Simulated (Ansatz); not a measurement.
## Electronic structure of H₃InO₃···HF in real space

```xyz
9

In    0.0458   -0.3447    0.0986
O    -0.1243   -0.1644    2.0870
H    -1.0279   -0.3049    2.4010
O     1.8858   -0.4501   -0.6688
H     1.8460   -0.6442   -1.6175
O    -1.5361   -0.6809   -1.0900
H    -2.3787   -0.6066   -0.6184
F     0.1210    2.5609    1.1491
H     0.2119    1.9987    1.8836
```

Core potentials replace the inner electrons of In; not at a stationary point (largest force 0.6 eV/Å).

Level of theory: RKS B3LYP-D4/def2-SVP in Ansatz.

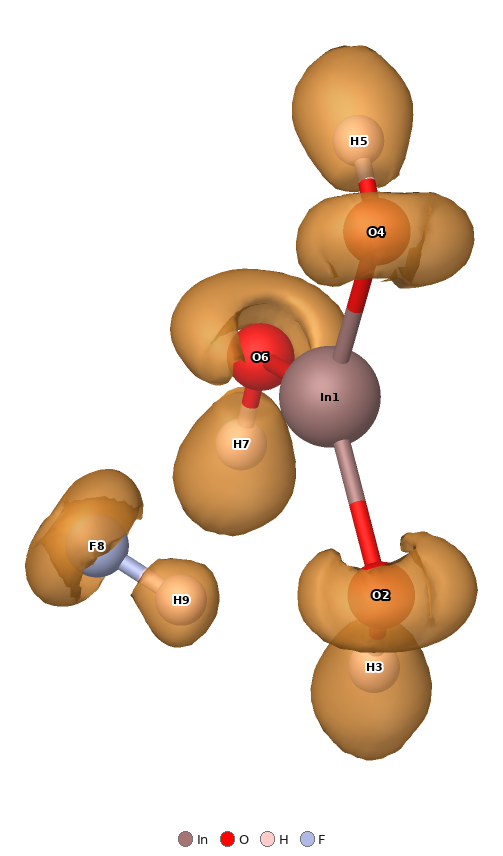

Figure 1. Isosurface of the electron localisation function at 0.85 (orange), seen at an oblique angle. Core shells and regions of very low density are left out.

> Describe the localisation domains.

At this value the surface marks out four regions around hydrogen nuclei, three lobes on O, pointing away from the bonds (lone pairs, which may merge into one lobe) and one region wrapped around F (its valence shell).


In1···F8 (3.09 Å): the ELF dips to about 0 between them. In–O (2.00 Å): the ELF peaks at about 0.85 in the valence shell of O, 0.6 Å from its nucleus, and drops to about 0.15 between the two atoms.

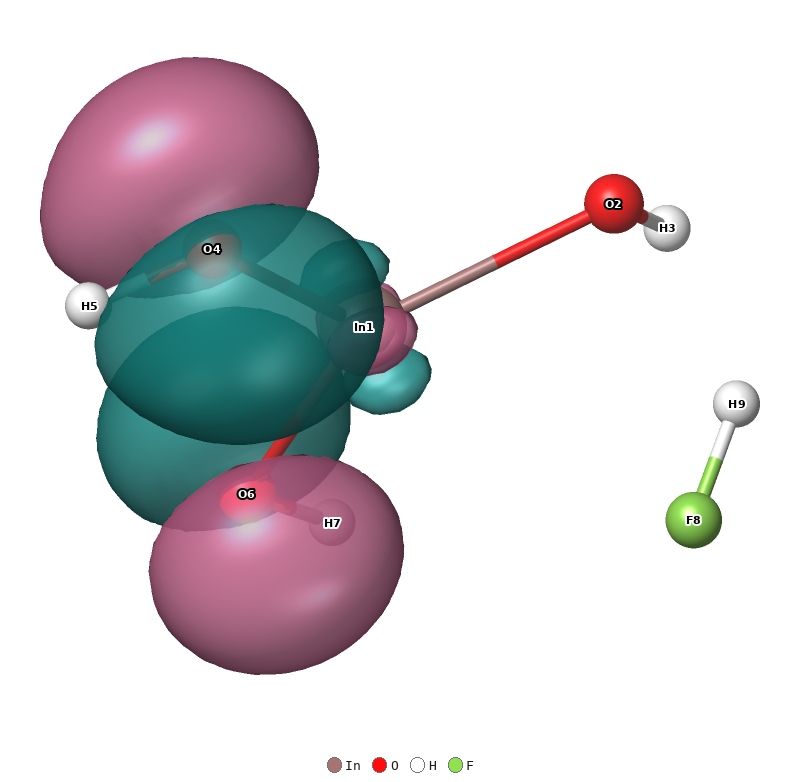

Figure 2. One frontier orbital at ±0.1 Å⁻³ᐟ² (teal and pink are the two phases), seen from one side.

> Which orbital is it: HOMO or LUMO?

The HOMO, at −7.99 eV. It lies mainly on O4 (about 50 %) and O6 (about 35 %); largely a combination of lone pairs on O4 and O6.

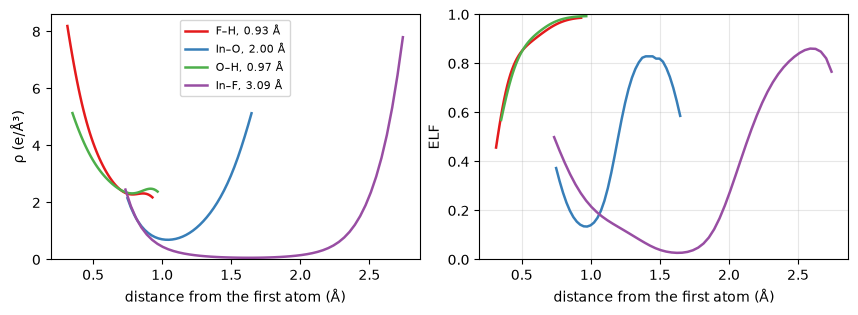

Figure 3. Electron density and ELF along straight lines between neighbouring atoms. The curves leave out the atomic cores.

> Compare the contacts.

F–H (0.93 Å): the density is about 4.6 e/Å³ at the midpoint; the ELF climbs to about 1 towards the hydrogen, as it does in any bond to H; a covalent bond by its length.
In–O (2.00 Å): ρ is about 0.71 e/Å³ halfway; the ELF peaks at about 0.85 in the valence shell of O, 0.6 Å from its nucleus, and drops to about 0.15 between the two atoms.
O–H (0.97 Å): the density is about 3.6 e/Å³ at the midpoint; the ELF climbs to about 1 towards the hydrogen (a covalent bond by its length).
In1···F8 (3.09 Å): the density falls to about 0.06 e/Å³ on the way; the ELF dips to about 0 between them.

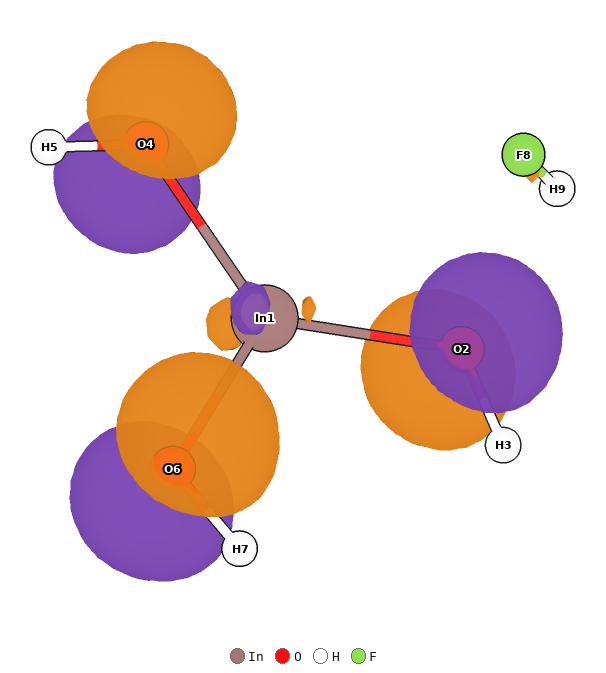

Figure 4. The HOMO−1 at ±0.15 Å⁻³ᐟ² (orange and purple are the two phases), seen at a tilt.

> Describe this orbital and give its energy.

By Hirshfeld shares it lies mainly on O6 (about 35 %), O2 (about 30 %), O4 (about 20 %) and In1 (about 10 %); largely a combination of lone pairs on O6, O2 and O4. Its energy is −8.26 eV.
